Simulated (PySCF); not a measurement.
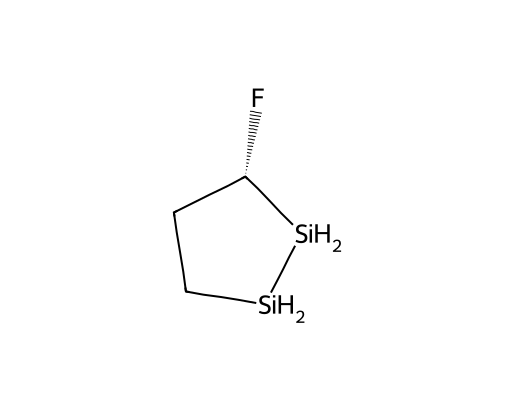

Figure made from data computed with PySCF.

A structural formula.

### Give its SMILES.

F[C@H]1CC[SiH2][SiH2]1

### Give the formula, hydrogens included.

C3H9FSi2.

### An optimisation with PBE0-D3(BJ)/def2-SVP gave a structure of which point group?

C1.
